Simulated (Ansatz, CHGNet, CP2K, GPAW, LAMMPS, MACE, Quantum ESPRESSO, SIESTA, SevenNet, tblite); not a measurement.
# Ga2O3 with crystalline order left by the classical run (95 atoms) in GPAW

Wanted: GPAW inputs and outputs for Ga2O3 with crystalline order left by the classical run (95 atoms), checked against a plane-wave reference.

Program: GPAW 26.7.0. Level of theory: the method is named at each step. Results are calculated unless marked as measured.

## (1) Starting point

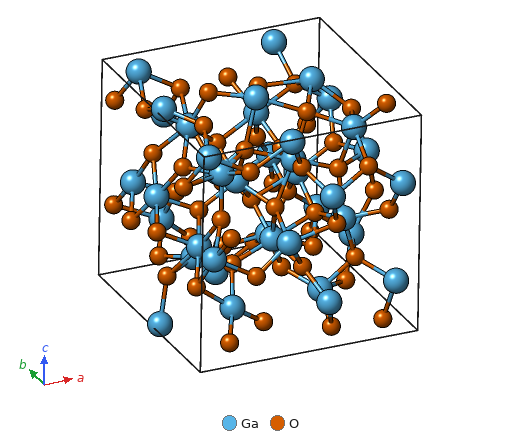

The starting structure, seen slightly off an axis (gallium blue, oxygen orange). Some periodic images of atoms are drawn too.

The cell holds 95 atoms: 38 Ga and 57 O. Cell: a = 9.848 Å, b = 9.848 Å, c = 9.848 Å, α = 90.0°, β = 90.0°, γ = 90.0°. 95 atoms (38 Fe, 57 O) placed at random at 5.32 g/cm³, melted at 5000 K for 10 ps at fixed volume with the Morse and Coulomb pair potential with partial charges (Pedone, Malavasi, Menziani, Cormack and Segre, J. Phys. Chem. B 110, 11780 (2006)). Quenched from 5000 K to 300 K at 50 K/ps and fixed volume, held 5 ps, then minimised at fixed cell. Then Fe was replaced by Ga and the cell scaled by 1.003 (the potential has no terms for the new elements, so the cell is a start for a DFT relaxation).

The yardstick, on the same geometry:

| Property | Result |
| --- | --- |
| method | Kohn-Sham DFT, PBE, PAW, plane waves (Ansatz 0.2.0); cutoff 420 eV, Γ point, fermi-dirac smearing of 0.05 eV; PAW set soft_2 |
| r.m.s. force component | 0.3357 eV/Å |
| longest force | 1.186 eV/Å |
| pressure | -2.744 GPa |
| gap (highest filled to lowest empty level) | 0.9257 eV |
| SCF cycles | 8 |
| time | 27 s on 4 threads of Arm Neoverse V1, shared host |
| CPU time | 1.7 min |

## (2) PBE, LCAO dzp, h 0.18 Å

Method: Kohn-Sham DFT, PBE, PAW, atomic orbitals (dzp).

run.py

```python
import numpy as np
from ase.io import read
from gpaw import GPAW, FermiDirac
from ase.parallel import parprint as print

atoms = read("structure.xyz")
atoms.calc = GPAW(
    mode="lcao",
    basis="dzp",
    h=0.18,
    xc="PBE",
    kpts={"size": (1, 1, 1), "gamma": True},
    occupations=FermiDirac(0.05),
    maxiter=200,
    symmetry={"point_group": False},
    txt="gpaw.txt",
)
energy = atoms.get_potential_energy(force_consistent=True)
forces = atoms.get_forces()
print(f"energy {energy:.6f} eV")
print("forces (eV/A)")
for i, (a, f) in enumerate(zip(atoms, forces)):
    print(f"{i:4d} {a.symbol:2s} {f[0]:10.5f} {f[1]:10.5f} {f[2]:10.5f}")
print(f"Fermi level {atoms.calc.get_fermi_level():.4f} eV")
for k in range(len(atoms.calc.get_ibz_k_points())):
    for s in range(atoms.calc.get_number_of_spins()):
        e = atoms.calc.get_eigenvalues(kpt=k, spin=s)
        n = np.searchsorted(e, atoms.calc.get_fermi_level())
        print(f"k {k} spin {s} levels about the Fermi level:", np.round(e[max(n - 6, 0):n], 4).tolist(), "|", np.round(e[n:n + 6], 4).tolist())
```

structure.xyz

```xyz
95
Lattice="9.84786 0.00000 0.00000 0.00000 9.84786 0.00000 0.00000 0.00000 9.84786" Properties=species:S:1:pos:R:3 pbc="T T T"
Ga 6.75435 2.88168 1.19110
Ga 2.24492 2.99001 7.29667
Ga 5.73106 7.10976 7.54277
Ga 9.34739 0.60879 6.56448
Ga 4.50264 1.04742 9.19672
Ga 7.48043 5.53735 9.44528
Ga 7.07037 5.99232 5.08100
Ga 0.86316 8.52795 4.66217
Ga 4.53976 1.24782 4.47467
Ga 2.50766 6.09514 2.02472
Ga 2.54538 2.37806 1.39200
Ga 0.98291 8.41894 9.75381
Ga 2.57167 9.27727 7.09075
Ga 1.21365 1.42282 4.28894
Ga 4.39825 7.92743 0.14220
Ga 2.28835 6.32528 7.97706
Ga 6.13266 6.65902 2.11827
Ga 0.86740 1.34985 9.05058
Ga 2.56497 9.31519 2.31700
Ga 1.70752 3.92063 3.64617
Ga 7.24990 9.00961 4.46266
Ga 0.41026 4.76774 9.81645
Ga 9.31312 4.03093 6.50303
Ga 7.55085 2.44207 4.47733
Ga 4.35689 7.87208 4.76843
Ga 3.91659 5.09715 5.70930
Ga 5.11025 4.06923 3.27865
Ga 0.72451 5.96869 5.20971
Ga 8.86130 4.40318 2.62800
Ga 9.25108 7.50673 7.33232
Ga 8.89055 7.81526 2.29071
Ga 7.49885 9.23207 9.46340
Ga 7.99971 2.53661 8.51761
Ga 5.94880 0.12950 6.82378
Ga 5.88114 0.15865 1.99646
Ga 5.73195 3.49776 7.03649
Ga 9.30879 1.01433 1.91925
Ga 4.46561 4.50224 9.67030
O 4.22582 6.92354 1.82658
O 5.30790 8.98115 8.40860
O 2.79492 5.54306 9.75352
O 7.27974 7.23414 3.60707
O 6.40160 3.69620 9.00104
O 7.19041 4.41056 3.91777
O 7.78877 9.68360 2.75720
O 7.63327 7.43149 8.34606
O 9.22380 1.61968 4.92974
O 3.01847 1.14925 3.28466
O 0.37668 9.38225 8.12370
O 8.82723 4.53523 8.30844
O 0.46433 6.65932 8.92610
O 0.56517 9.70516 3.16057
O 4.85913 3.33192 5.10868
O 9.10691 8.83885 0.67182
O 8.76391 6.03979 6.07190
O 8.99060 1.54986 0.00335
[... 35 atom lines left out ...]
O 3.83426 4.16200 7.54208
O 6.44917 1.11035 0.35068
O 1.72505 7.76169 1.47639
O 0.09227 7.04496 3.73933
```

The run is started by

```bash
> OMP_NUM_THREADS=1 mpirun -np 2 gpaw python run.py > output.txt
```

The log of the run:

```text
energy -516.390107 eV
forces (eV/A)
   0 Ga   -0.18077    0.03843    0.45172
   1 Ga   -0.03666    0.35693   -0.71668
   2 Ga   -0.29558   -0.17347   -0.48151
   3 Ga    0.13440   -0.22982   -0.26417
   4 Ga   -0.07714   -0.09715   -0.09780
   5 Ga    0.10086    0.11577   -0.26177
   6 Ga   -0.40787   -0.48952    0.08343
   7 Ga   -0.33099    0.05737    0.55551
   8 Ga    0.13104   -0.19112   -0.21379
   9 Ga    0.28690   -0.63121   -0.40493
  10 Ga   -0.55455    0.20416    0.34405
  11 Ga    0.17491   -0.10063   -1.02606
  12 Ga   -0.12769    0.55456    0.24995
  13 Ga    0.67926    0.44089    0.01747
  14 Ga    0.26795    0.27491    0.03225
  15 Ga   -0.17555   -0.03652   -0.08617
  16 Ga    0.44460    0.02437   -0.11650
  17 Ga    0.09198    0.24762   -0.41466
  18 Ga   -0.04679    0.18368    0.59159
  19 Ga    0.53261   -0.37067    1.13763
  20 Ga   -0.17011    0.29080    0.27345
  21 Ga    0.26031   -0.41486   -0.24877
  22 Ga    0.16266    0.25063   -0.19513
  23 Ga   -0.13204    0.15303    0.44456
[...]
87 O     0.05924   -0.06712   -0.33324
  88 O    -0.47666    0.41063   -0.35519
  89 O    -0.23219    0.06182   -0.33881
  90 O     0.10128    0.32774   -0.78039
  91 O     0.23538   -0.25455    0.11072
  92 O    -0.09816   -0.24424   -0.42801
  93 O     0.19481    0.03376    1.10577
  94 O    -0.32667    0.07700   -1.31364
Fermi level 6.5456 eV
k 0 spin 0 levels about the Fermi level: [5.8068, 5.8766, 5.9937, 6.0546, 6.108, 6.1384] | [6.9235, 9.4727, 9.5865, 9.6548, 9.7747, 9.8981]
```

gpaw.txt:

```text
Input parameters:
  mode=LCAO(),
  basis={'default': 'dzp'},
  h=0.18,
  kpts=MonkhorstPack(size=(1, 1, 1), gamma=True),
  maxiter=200,
  occupations=Occupations(name='fermi-dirac', width=0.05, fixmagmom=False),
  symmetry=Symmetry(point_group=False),
  xc=XC(name='PBE')
Unit cell  # Å
| periodic |        x |        y |        z |  lengths |    angles |
|----------|----------|----------|----------|----------|-----------|
|      yes | 9.847860 | 0.000000 | 0.000000 | 9.847860 | 90.000000 |
|      yes | 0.000000 | 9.847860 | 0.000000 | 9.847860 | 90.000000 |
|      yes | 0.000000 | 0.000000 | 9.847860 | 9.847860 | 90.000000 |
Number of symmetries: 1
Symmetry operations  # r_c * U_cc + t_c -> r_c
|   | kind |            matrix            |
|---|------|------------------------------|
| 0 |  E   |  1, 0, 0,  0, 1, 0,  0, 0, 1 |
BZ-sampling:
  Number of BZ points: 1
  Number of IBZ points: 1
  Monkhorst-Pack size: [1, 1, 1]
  Monkhorst-Pack shift: [0, 0, 0]
[... lines left out ...]
        l=0, rc=2.2969 Bohr: 2s-dz split-valence wave
        l=1, rc=2.8906 Bohr: 2p-dz split-valence wave
        l=2, rc=5.3906 Bohr: d-type Gaussian polarization
      Number of RI-basis functions 0
Reference energy: -2125946.099265  # eV
eigensolver:
density mixing:
  MSR1-Mixer
occupation numbers:
  Fermi-Dirac:
    width: 0.0500  # eV
FastPoissonSolver using
    Stencil: 6*3+1=19 point O(h^6) finite-difference Laplacian
xc functional:
  name: PBE with 2 nearest neighbor stencil
interpolation: tri-quintic # 5. degree polynomial
Initialization done in: 6.797 s
convergence criteria:
- Maximum [total energy] change in last 3 cyles: 0.0005 eV / valence electron
- Maximum integral of absolute [dens]ity change: 0.0001 electrons / valence electron
- Maximum integral of absolute [eigenst]ate change: 4e-08 eV^2 / valence electron
maximum number of iterations: 200
SCF iterations
|iter     |      energy | eigst |  dens |
|---------|-------------|-------|-------|
|iter:   1| -574.656233 |      c|       |
|iter:   2| -559.647157 |      c| -0.75 |
|iter:   3| -517.102114 |      c| -0.80 |
|iter:   4| -516.553818 |      c| -1.43 |
|iter:   5| -516.462272 |      c| -1.71 |
|iter:   6| -516.390685c|      c| -2.41 |
|iter:   7| -516.389808c|      c| -2.97 |
|iter:   8| -516.389856c|      c| -3.30 |
|iter:   9| -516.389634c|      c| -3.62 |
|iter:  10| -516.389634c|      c| -4.35c|
Converged in 10 steps
SCF loop duration: 158.348 s (15.835 s/step)
Energy contributions relative to reference atoms: (reference = -2125946.099265)
Energy contributions:
  Kinetic:        1361.702999
  Coulomb:       -1183.966916
  Zero:             15.624911
  External:          0.000000
  Xc:             -709.750154
  Entropy:          -0.000948
  Spinorbit:         0.000000
  ----------------------------
  Free energy:    -516.390107
  Extrapolated:   -516.389634
dipole moment: (-18.008867, 37.847020, 69.291244)  # |e|*Ang
Fermi level: 6.546
Eigenvalues  # (at kpt = [0.000, 0.000, 0.000])
| band index |      eig [eV] | occ [0-2] |
|------------|---------------|-----------|
|          0 |       -13.263 |     2.000 |
|        ... |               |           |
|        220 |         5.722 |     2.000 |
|        221 |         5.768 |     2.000 |
[...]
|        235 |        10.150 |     0.000 |
|        ... |               |           |
|        277 |        14.102 |     0.000 |
Gap: 0.785 eV
Transition (v -> c):
  (s=0, k=0, n=227, [0.00, 0.00, 0.00]) -> (s=0, k=0, n=228, [0.00, 0.00, 0.00])
No difference between direct/indirect transitions
Force computation time: 37.965  # s
```

It took 3.4 min on 2 MPI ranks of Arm Neoverse V1, shared host; peak memory 2.2 GiB; 6.9 min of CPU time.

Banners, paths, timers and routine set-up lines are dropped from the logs unmarked, and long logs keep their key lines alone; longer cuts are marked.

Compared with the plane-wave run:

```
r.m.s. force component                           : 0.4244 eV/Å
r.m.s. difference of force components            : 298.9 meV/Å
longest difference of force vectors              : 1188 meV/Å
force difference over r.m.s. force               : 89.04 %
slope of forces against the reference's          : 0.9026
correlation of force components                  : 0.714
gap (highest filled to lowest empty level) : 0.7851 eV
gap difference                                   : -0.1406 eV
```

This run lies far from the reference in forces at the same functional. Basis and potentials both differ; the latter hold 456 valence electrons against the reference's 836.

Length of the force difference by element (eV/Å):

```csv
element,atoms,mean,most
Ga,38,0.42,0.82
O,57,0.51,1.2
```

Levels nearest the highest filled one (eV from it): -0.33, -0.26, -0.14, -0.08, -0.03, 0.00, 0.79, 3.33, 3.45, 3.52, 3.64, 3.76.

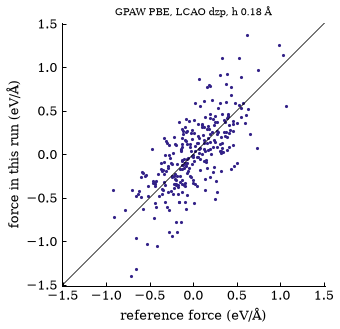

Force components against those of the reference; the line marks equality.

The surroundings of O60, which bears the longest force, nearest first, numbered as they follow in the input and with coordinates relative to it.

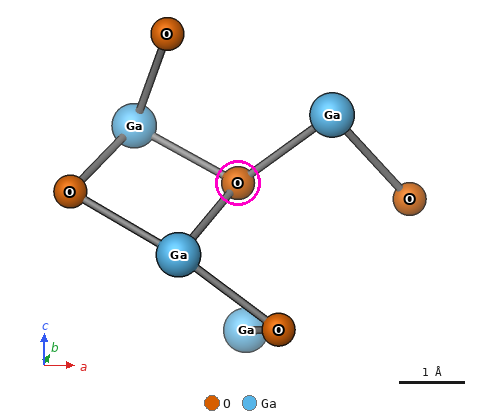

The atoms of the table, within 2.7 Å (arrows a, b, c point along x, y, z); some may hide others; the central atom is ringed.

```csv
atom,x,y,z,distance (Å),bonds,Fx,Fy,Fz (eV/Å)
O60,0.00,0.00,0.00,0.00,3,0.87,1.11,-0.55
Ga28,-1.70,0.48,0.73,1.91,6,-0.01,-0.28,0.27
Ga20,-0.71,-1.56,-0.84,1.91,6,0.53,-0.37,1.14
Ga26,1.50,-0.39,1.23,1.97,6,0.14,0.08,0.04
Ga10,0.09,0.61,-2.46,2.53,5,0.29,-0.63,-0.40
O91,0.86,-1.46,-1.97,2.60,4,0.10,0.33,-0.78
O79,2.62,0.49,-0.24,2.67,5,0.12,0.37,-0.14
O87,-2.46,-1.21,0.01,2.74,4,-0.89,-0.21,-0.35
O71,-1.06,-0.64,2.45,2.75,4,0.12,-0.40,0.37
```

Atoms are counted from 1 here, from 0 in the log.

Forces lie 89 % from the reference's, at 4.0 times its CPU time (on 2 against 4 cores).

## (3) PBE, LCAO dzp, h 0.25 Å

Method: Kohn-Sham DFT, PBE, PAW, atomic orbitals (dzp).

Changes to run.py since step 2:

```diff
@@ -3,3 +3,2 @@
 from gpaw import GPAW, FermiDirac
-from ase.parallel import parprint as print
 
@@ -9,3 +8,3 @@
     basis="dzp",
-    h=0.18,
+    h=0.25,
     xc="PBE",
```

structure.xyz is that of step 2.

The run is started by

```bash
> OMP_NUM_THREADS=1 python run.py > output.txt
```

The log of the run:

```text
energy -485.855234 eV
forces (eV/A)
   0 Ga   -0.18640    0.04432    0.46673
   1 Ga   -0.03484    0.35019   -0.69669
   2 Ga   -0.30985   -0.15645   -0.47432
   3 Ga    0.13150   -0.24357   -0.24722
   4 Ga   -0.08182   -0.10635   -0.09650
   5 Ga    0.09906    0.11764   -0.27026
   6 Ga   -0.39992   -0.48352    0.08602
   7 Ga   -0.33795    0.06274    0.56622
   8 Ga    0.12517   -0.19689   -0.19256
   9 Ga    0.26382   -0.62750   -0.38687
  10 Ga   -0.55669    0.20159    0.35775
  11 Ga    0.18854   -0.09604   -1.02794
[...]
90 O    -0.40866   -0.15098   -1.43465
  91 O     0.46609    0.16896    0.53689
  92 O    -0.74108   -0.22228   -0.68126
  93 O     0.17228    0.19369    1.12741
  94 O    -0.80130    0.53432   -1.88190
Fermi level 6.5520 eV
k 0 spin 0 levels about the Fermi level: [5.8208, 5.8905, 6.0074, 6.0672, 6.1211, 6.1505] | [6.9238, 9.4859, 9.5991, 9.6665, 9.7884, 9.9093]
```

gpaw.txt:

```text
Input parameters:
  mode=LCAO(),
  basis={'default': 'dzp'},
  h=0.25,
  kpts=MonkhorstPack(size=(1, 1, 1), gamma=True),
  maxiter=200,
  occupations=Occupations(name='fermi-dirac', width=0.05, fixmagmom=False),
  symmetry=Symmetry(point_group=False),
  xc=XC(name='PBE')
[... lines left out ...]
  Fermi-Dirac:
[... lines left out ...]
convergence criteria:
- Maximum [total energy] change in last 3 cyles: 0.0005 eV / valence electron
[... lines left out ...]
Converged in 10 steps
[... lines left out ...]
  Free energy:    -485.855234
[... lines left out ...]
Fermi level: 6.552
[... lines left out ...]
|          0 |       -13.283 |     2.000 |
|        ... |               |           |
|        220 |         5.737 |     2.000 |
|        221 |         5.780 |     2.000 |
[...]
|        235 |        10.163 |     0.000 |
|        ... |               |           |
|        277 |        14.112 |     0.000 |
Gap: 0.773 eV
Transition (v -> c):
  (s=0, k=0, n=227, [0.00, 0.00, 0.00]) -> (s=0, k=0, n=228, [0.00, 0.00, 0.00])
No difference between direct/indirect transitions
Force computation time: 33.636  # s
timing:  # [seconds]
  Total:  174.846  # ━━━━━━━━━━━━━━━━━━━━━━━━━━━━━━━━━━━━━━━━━━━━━━━━━━━━━━━━
  Init:     9.659  # ━━━
  SCF:    131.518  # ━━━━━━━━━━━━━━━━━━━━━━━━━━━━━━━━━━━━━━━━━━
  Forces:  33.636  # ━━━━━━━━━━━
```

Wall time 2.9 min (1 thread); peak memory 0.91 GiB.

Against the reference:

| Item | Value |
| --- | --- |
| r.m.s. force component | 0.5434 eV/Å |
| r.m.s. difference of force components | 457.3 meV/Å |
| longest difference of force vectors | 1639 meV/Å |
| force difference over r.m.s. force | 136.2 % |
| slope of forces against the reference's | 0.8825 |
| correlation of force components | 0.5452 |
| gap (highest filled to lowest empty level) | 0.7733 eV |
| gap difference | -0.1524 eV |
| energy less the same-level run's | 321.4 meV/atom |
| r.m.s. force difference from the same-level run | 322.2 meV/Å |

This is a coarse setting, run to see what it loses.

Against the first run (89 %), the force difference from the reference is 136 %, at 0.43 times the CPU time (on 1 against 2 cores): the grid matters here.

The forces add up to 6.4 eV/Å instead of zero, usually a sign of too coarse a grid.

## (4) revPBE, LCAO dzp, h 0.18 Å

Method: Kohn-Sham DFT, revPBE, PAW, atomic orbitals (dzp).

Changes to run.py since step 3:

```diff
@@ -3,2 +3,3 @@
 from gpaw import GPAW, FermiDirac
+from ase.parallel import parprint as print
 
@@ -8,4 +9,4 @@
     basis="dzp",
-    h=0.25,
-    xc="PBE",
+    h=0.18,
+    xc="revPBE",
     kpts={"size": (1, 1, 1), "gamma": True},
```

structure.xyz is that of step 3.

The run is started by

```bash
> OMP_NUM_THREADS=1 mpirun -np 2 gpaw python run.py > output.txt
```

The log of the run:

```text
energy -482.910625 eV
forces (eV/A)
   0 Ga   -0.19834    0.04071    0.44398
   1 Ga   -0.04233    0.34088   -0.69585
   2 Ga   -0.30953   -0.15574   -0.47891
   3 Ga    0.12406   -0.22925   -0.25019
   4 Ga   -0.08308   -0.14512   -0.10006
   5 Ga    0.07376    0.12860   -0.27406
   6 Ga   -0.41463   -0.47081    0.09370
   7 Ga   -0.34754    0.05322    0.57770
   8 Ga    0.12826   -0.17489   -0.18446
   9 Ga    0.29523   -0.66404   -0.35592
  10 Ga   -0.55284    0.18845    0.35622
  11 Ga    0.19485   -0.07432   -1.04423
  12 Ga   -0.12928    0.49646    0.26002
  13 Ga    0.68763    0.45080    0.00721
  14 Ga    0.24230    0.25491    0.01462
  15 Ga   -0.15436   -0.05172   -0.10363
  16 Ga    0.44133    0.00192   -0.10029
  17 Ga    0.09414    0.23191   -0.44248
  18 Ga   -0.02568    0.18281    0.59521
  19 Ga    0.53494   -0.37712    1.14001
  20 Ga   -0.16442    0.30078    0.28420
  21 Ga    0.26615   -0.38816   -0.25921
  22 Ga    0.18784    0.23501   -0.23828
  23 Ga   -0.17532    0.18587    0.43911
[...]
87 O     0.08362   -0.04940   -0.31613
  88 O    -0.46906    0.43395   -0.35134
  89 O    -0.20174    0.04251   -0.34655
  90 O     0.13437    0.33738   -0.82626
  91 O     0.23198   -0.23738    0.16084
  92 O    -0.08026   -0.23655   -0.48159
  93 O     0.16298    0.00168    1.12646
  94 O    -0.34541    0.01773   -1.35804
Fermi level 6.6801 eV
k 0 spin 0 levels about the Fermi level: [5.9217, 5.9906, 6.107, 6.1678, 6.2214, 6.2527] | [7.0786, 9.6431, 9.7529, 9.8215, 9.9401, 10.0589]
```

gpaw.txt:

```text
Input parameters:
  mode=LCAO(),
  basis={'default': 'dzp'},
  h=0.18,
  kpts=MonkhorstPack(size=(1, 1, 1), gamma=True),
  maxiter=200,
  occupations=Occupations(name='fermi-dirac', width=0.05, fixmagmom=False),
  symmetry=Symmetry(point_group=False),
  xc=XC(name='revPBE')
Unit cell  # Å
| periodic |        x |        y |        z |  lengths |    angles |
[... lines left out ...]
  Fermi-Dirac:
[... lines left out ...]
convergence criteria:
- Maximum [total energy] change in last 3 cyles: 0.0005 eV / valence electron
[... lines left out ...]
Converged in 10 steps
[... lines left out ...]
  Coulomb:       -1224.296533
  Zero:             15.916996
  External:          0.000000
  Xc:             -681.740710
  Entropy:          -0.000656
  Spinorbit:         0.000000
  ----------------------------
  Free energy:    -482.910625
  Extrapolated:   -482.910297
dipole moment: (-17.999127, 37.916760, 69.202009)  # |e|*Ang
Fermi level: 6.680
Eigenvalues  # (at kpt = [0.000, 0.000, 0.000])
| band index |      eig [eV] | occ [0-2] |
|------------|---------------|-----------|
|          0 |       -13.198 |     2.000 |
|        ... |               |           |
|        220 |         5.837 |     2.000 |
|        221 |         5.882 |     2.000 |
[...]
|        235 |        10.312 |     0.000 |
|        ... |               |           |
|        277 |        14.280 |     0.000 |
Gap: 0.826 eV
Transition (v -> c):
  (s=0, k=0, n=227, [0.00, 0.00, 0.00]) -> (s=0, k=0, n=228, [0.00, 0.00, 0.00])
No difference between direct/indirect transitions
Force computation time: 38.248  # s
```

Wall time 3.4 min (2 MPI ranks); peak memory 2.2 GiB.

Numbers from this run, and their distance from the reference:

* r.m.s. force component: 0.4336 eV/Å
* r.m.s. difference of force components: 320 meV/Å
* longest difference of force vectors: 1276 meV/Å
* force difference over r.m.s. force: 95.3 %
* slope of forces against the reference's: 0.88
* correlation of force components: 0.6813
* gap (highest filled to lowest empty level): 0.8259 eV
* gap difference: -0.0998 eV

Against the first run (89 %), the force difference from the reference is 95 %, at 0.99 times the CPU time; the model has changed, so this is no error of the program alone.

[end of part 1 of 2]

[Also dropped from logs without a mark: logging warnings of Python, and SIESTA's first energy breakdown and zero terms.]

[Logs are printed without paths, hosts, clocks, repeated set-up lines and the standing remarks that a program may print on its own settings, such as how far it seeks lower states.]

[Hosts, paths, dates, database ids (printed as entryN), source tags and the programs' standing remarks are cut or masked in the printed files.]
